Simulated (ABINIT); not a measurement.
# Quasiparticle gap of BN (P6_3mc) in ABINIT, part 3 of 3

Aim: the G0W0 gap of BN (P6_3mc) on LDA, step by step.

ABINIT 10.8.3; LDA and many-body steps on it, plane waves. Known limits of the many-body steps: not at the basis limit; coarse k mesh.

So far. Step 4 (Empty states on the mesh, 6×6×4 mesh, 609 bands): On this mesh the gap is 5.052 eV. Step 5 (Screening, 6×6×4 mesh, 601 bands, screening to 598.7 eV): Local fields lower ε∞ by 7 %. On a Γ-centred mesh this coarse the value itself is usually too large, while a short band sum pulls it down.

The database entry behind the starting cell has ideal inner coordinates that were not refined, so it need not match the best structure at ambient conditions.

## Step 6: Self-energy, 6×6×4 mesh, 601 bands, screening to 598.7 eV

The self-energy is evaluated for the states that the input lists, and the levels follow from it, in one-shot runs by the linearised quasiparticle equation.

This step: G0W0 on LDA, plane waves, norm-conserving pseudopotentials.

Contents of run.abi:

```
acell 3*1.0 Angstrom
rprim 
  2.536000000002 -0.000000000000 0.000000000000
  -1.268000000000 2.196240423999 0.000000000000
  0.000000000000 0.000000000000 4.199000000000
ntypat 2
znucl 5 7
natom 4
typat 1 1 2 2
xred 
  0.666666666667 0.333333333333 0.000000000000
  0.333333333333 0.666666666667 0.500000000000
  0.666666666667 0.333333333333 0.375000000000
  0.333333333333 0.666666666667 0.875000000000
pp_dirpath "pseudos"
pseudos "B.upf, N.upf"
ecut 36
ngkpt 6 6 4
nshiftk 1
shiftk 0 0 0
kptopt 1
chksymbreak 0
istwfk *1
occopt 1
irdwfk 1
optdriver 4
nband 601
gwcalctyp 0
ecutsigx 36
symsigma 1
nkptgw 6
kptgw 
  0.0000000000 0.0000000000 0.0000000000
  0.3333333333 0.3333333333 0.0000000000
  0.1666666667 0.0000000000 0.0000000000
  0.5000000000 0.0000000000 0.0000000000
  0.0000000000 0.0000000000 0.5000000000
  0.5000000000 0.0000000000 0.5000000000
bdgw 
  7 10
  7 11
  7 10
  7 10
  5 10
  7 10
ecuteps 22
irdscr 1
ppmodel 1
indata_prefix "in"
outdata_prefix "out"
tmpdata_prefix "tmp"
```

Launch:

```console
> OMP_NUM_THREADS=1 mpirun -n 8 abinit run.abi > log
```

Numbers of over 12 decimals in the logs are rounded to 6 here.

The program printed:

```text
.Version 10.8.3 of ABINIT. v10.8.2 released Aug 2026.

 Symmetries : space group P6_3 m c (#186); Bravais hP (primitive hexag.)
[... echo of the input left out ...]
== DATASET  1 ==================================================================
-   mpi_nproc: 8, omp_nthreads: 1 (-1 if OMP is not activated)

--- !DatasetInfo
iteration_state: {dtset: 1, }
dimensions: {natom: 4, nkpt: 21, mband: 601, nsppol: 1, nspinor: 1, nspden: 1, mpw: 1677, }
cutoff_energies: {ecut:  36.0, pawecutdg:  -1.0, }
electrons: {nelect:   1.60000000E+01, charge:   0.00000000E+00, occopt:   1.00000000E+00, tsmear:   1.00000000E-02, }

 SIGMA: Calculation of the GW corrections

 Based on a program developped by R.W. Godby, V. Olevano, G. Onida, and L. Reining.
 Incorporated in ABINIT by V. Olevano, G.-M. Rignanese, and M. Torrent.
.Using double precision arithmetic ; gwpc =  8

[... cell and pseudopotentials left out ...]
--------------------------------------------------------------------------------

 ==== K-mesh for the wavefunctions ====
 Number of points in the irreducible wedge :    21
[... list of points left out ...]
 Together with 12 symmetry operations and time-reversal symmetry
 yields   144 points in the full Brillouin Zone.

 ==== Q-mesh for screening function ====
 Number of points in the irreducible wedge :    21
[... list of points left out ...]
 Together with 12 symmetry operations and time-reversal symmetry
 yields   144 points in the full Brillouin Zone.

 vcoul_init : cutoff-mode = AUXILIARY_FUNCTION
 q-points for optical limit:   1
     1)      0.000010    0.000020    0.000030
 setmesh: FFT mesh size selected  =    27x   27x   48
          total number of points  =        34992

 Number of electrons calculated from density =   16.0000; Expected =   16.0000
 average of density, n =  0.101379
 r_s =    1.3304
 omega_plasma =   30.7135 [eV]

 === KS Band Gaps ===
  >>>> For spin  1
   Minimum direct gap =   8.3337 [eV], located at k-point      :   0.1667  0.0000  0.0000
   Fundamental gap    =   5.0516 [eV], Top of valence bands at :   0.0000  0.0000  0.0000
                                       Bottom of conduction at :   0.3333  0.3333  0.0000
 SIGMA fundamental parameters:
 PLASMON POLE MODEL  1
 number of plane-waves for SigmaX                 1677
 number of plane-waves for SigmaC and W            761
 number of plane-waves for wavefunctions          1677
 number of bands                                   601
 number of independent spin polarizations            1
 number of spinorial components                      1
 number of k-points in IBZ                          21
 number of q-points in IBZ                          21
 number of symmetry operations                      12
 number of k-points in BZ                          144
 number of q-points in BZ                          144
 number of frequencies for dSigma/dE                 9
 frequency step for dSigma/dE [eV]                0.25
 number of omega for Sigma on real axis              0
 max omega for Sigma on real axis  [eV]           0.00
 zcut for avoiding poles [eV]                     0.10

 EPSILON^-1 parameters (SCR file):
 dimension of the eps^-1 matrix on file            761
 dimension of the eps^-1 matrix used               761
 number of plane-waves for wavefunctions          1677
 number of bands                                   601
 number of q-points in IBZ                          21
 number of frequencies                               2
 number of real frequencies                          1
 number of imag frequencies                          1

 matrix elements of self-energy operator (all in [eV])

 Perturbative Calculation

--- !SelfEnergy_ee
iteration_state: {dtset: 1, }
kpoint     : [   0.000,    0.000,    0.000, ]
spin       : 1
KS_gap     :    8.372
QP_gap     :   10.653
Delta_QP_KS:    2.281
data: !SigmaeeData |
     Band     E0 <VxcDFT>   SigX SigC(E0)      Z dSigC/dE  Sig(E)    E-E0       E
        7   8.288 -18.494 -22.214   2.231   0.824  -0.214 -19.721  -1.227   7.062
        8   8.288 -18.494 -22.214   2.231   0.824  -0.214 -19.721  -1.227   7.062
        9  16.661 -13.646  -6.988  -5.408   0.843  -0.186 -12.592   1.054  17.714
       10  16.661 -13.646  -6.988  -5.408   0.843  -0.186 -12.592   1.054  17.714

--- !SelfEnergy_ee
iteration_state: {dtset: 1, }
kpoint     : [   0.333,    0.333,    0.000, ]
spin       : 1
KS_gap     :   10.505
QP_gap     :   12.970
Delta_QP_KS:    2.465
data: !SigmaeeData |
     Band     E0 <VxcDFT>   SigX SigC(E0)      Z dSigC/dE  Sig(E)    E-E0       E
        7   2.835 -16.145 -21.465   3.341   0.815  -0.227 -17.758  -1.613   1.222
        8   2.835 -16.145 -21.465   3.341   0.815  -0.227 -17.758  -1.613   1.222
        9  13.340 -12.199  -6.615  -4.591   0.858  -0.166 -11.347   0.852  14.192
       10  21.776 -15.769  -7.521  -6.738   0.815  -0.227 -14.539   1.231  23.006
       11  21.776 -15.769  -7.521  -6.738   0.815  -0.227 -14.539   1.231  23.006

--- !SelfEnergy_ee
iteration_state: {dtset: 1, }
kpoint     : [   0.167,    0.000,    0.000, ]
spin       : 1
KS_gap     :    8.334
QP_gap     :   10.492
Delta_QP_KS:    2.158
data: !SigmaeeData |
     Band     E0 <VxcDFT>   SigX SigC(E0)      Z dSigC/dE  Sig(E)    E-E0       E
        7   7.431 -17.921 -21.704   2.252   0.824  -0.213 -19.183  -1.262   6.169
[...]
--- !SelfEnergy_ee
iteration_state: {dtset: 1, }
kpoint     : [   0.500,    0.000,    0.000, ]
spin       : 1
KS_gap     :    8.910
QP_gap     :   11.037
Delta_QP_KS:    2.127
data: !SigmaeeData |
     Band     E0 <VxcDFT>   SigX SigC(E0)      Z dSigC/dE  Sig(E)    E-E0       E
[...]
--- !SelfEnergy_ee
iteration_state: {dtset: 1, }
kpoint     : [   0.000,    0.000,    0.500, ]
spin       : 1
KS_gap     :   10.818
QP_gap     :   13.008
Delta_QP_KS:    2.190
data: !SigmaeeData |
     Band     E0 <VxcDFT>   SigX SigC(E0)      Z dSigC/dE  Sig(E)    E-E0       E
[...]
10  17.920 -14.588  -7.868  -5.675   0.835  -0.197 -13.715   0.872  18.793

--- !SelfEnergy_ee
iteration_state: {dtset: 1, }
kpoint     : [   0.500,    0.000,    0.500, ]
spin       : 1
KS_gap     :   10.204
QP_gap     :   12.469
Delta_QP_KS:    2.264
data: !SigmaeeData |
     Band     E0 <VxcDFT>   SigX SigC(E0)      Z dSigC/dE  Sig(E)    E-E0       E
        7   4.692 -17.031 -21.806   2.960   0.819  -0.221 -18.516  -1.486   3.206
        8   4.692 -17.031 -21.806   2.960   0.819  -0.221 -18.516  -1.486   3.206
        9  14.896 -13.387  -7.448  -5.021   0.848  -0.180 -12.609   0.778  15.675
       10  14.896 -13.387  -7.448  -5.021   0.848  -0.180 -12.609   0.778  15.675

== END DATASET(S) ==============================================================
================================================================================

 -outvars: echo values of variables after computation  --------
           etotal      0.0000000000E+00
            nband         601
             nkpt          21
          spgroup         186
 [... the other variables as echoed above ...]

 Calculation completed.
```

Wall time 31 min (8 MPI ranks of Arm Neoverse V1, shared host); peak memory 9.9 GiB.

Numbers from this step:

| Item | Value |
| --- | --- |
| G0W0 gap on the mesh | 7.13 eV |
| starting gap on the mesh | 5.052 eV |
| k of the valence top | 0, 0, 0 |
| k of the conduction bottom | 0.3333, 0.3333, 0 |
| Z at the valence top | 0.824 |
| Z at the conduction bottom | 0.858 |
| least direct G0W0 gap on the computed points | 10.49 eV |

The gap on the mesh goes from 5.05 eV to 7.13 eV, a correction of +2.08 eV.

Limits: finite bands, cutoff and mesh; coarse k mesh. v1 is the top filled band, c1 the lowest empty one. Levels before and after the correction, in eV, zero at the valence-band top of each column:

```
           conduction bottom  valence top
Kohn-Sham               5.05         0.00
     G0W0               7.13         0.00
```

```
                           level  energy (eV)
Kohn-Sham                Γ v2-v1        0.000
Kohn-Sham                Γ c1-c2        8.372
Kohn-Sham  (0.333 0.333 0) v2-v1       -5.453
Kohn-Sham     (0.333 0.333 0) c1        5.052
Kohn-Sham  (0.333 0.333 0) c2-c3       13.487
     G0W0                Γ v2-v1        0.000
     G0W0                Γ c1-c2       10.652
     G0W0  (0.333 0.333 0) v2-v1       -5.840
     G0W0     (0.333 0.333 0) c1        7.130
     G0W0  (0.333 0.333 0) c2-c3       15.944
```

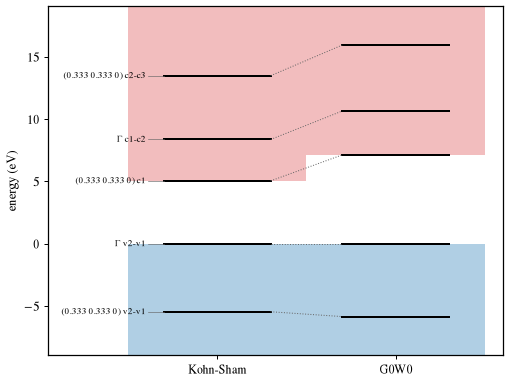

Levels before and after the correction. Shaded: valence and conduction bands.

## Step 7: Where the time went

Times are wall times on 8 MPI ranks of Arm Neoverse V1, shared host, good to a factor of about two.

```
                          step    time  share  memory (GiB)
                  ground state   5.9 s    0 %          0.48
bands along the symmetry lines   5.9 s    0 %          0.46
      empty states on the mesh    19 s    0 %           1.7
                     screening  34 min   52 %           5.9
                   self-energy  31 min   47 %           9.9
```

## Step 8: What came out

```
LDA gap              : 5.05 eV, indirect
G0W0 gap on the mesh : 7.13 eV
GW settings          : 6×6×4 mesh, 601 bands, screening to 598.7 eV, Godby-Needs plasmon pole
known limits         : not at the basis limit; coarse k mesh
```

**Reading.** G0W0 moves the gap on the mesh from 5.05 eV to 7.13 eV (+2.08 eV), with Z of 0.82 and 0.86 at the edges. Local fields lower the RPA ε∞ on this mesh from 4.74 to 4.38; a Γ-centred mesh this coarse tends to raise both, most where the direct gap is narrow, while a short band sum lowers them. Bands and cutoff are finite, so the gap is not at the basis limit. The miss can reach some tenths of an eV and take either sign; the mesh is an error of its own. The 6×6×4 mesh is coarse for this cell, which bears on the long-range parts of exchange and screening.

[Paths, hosts, dates, memory and timing lines, banners, echoed tables and standing remarks are left out of the program output.]

[Logs are printed without paths, hosts, clocks, repeated set-up lines and the standing remarks that a program may print on its own settings, such as how far it seeks lower states.]

[Runs of the session that timed out or met a known fault of the program may be left out.]

[Hosts, paths, dates, database ids (printed as entryN), source tags and the programs' standing remarks are cut or masked in the printed files.]

[G0W0 gaps are taken among the corrected bands and points alone; a level outside them can change the order at an edge.]

[Where Ansatz stands beside ABINIT at settings called matched, ABINIT's density can come from a denser mesh and the files from another edition; pairs whose starting gaps differed by over 0.03 eV were left out, so agreement reads better than it is.]
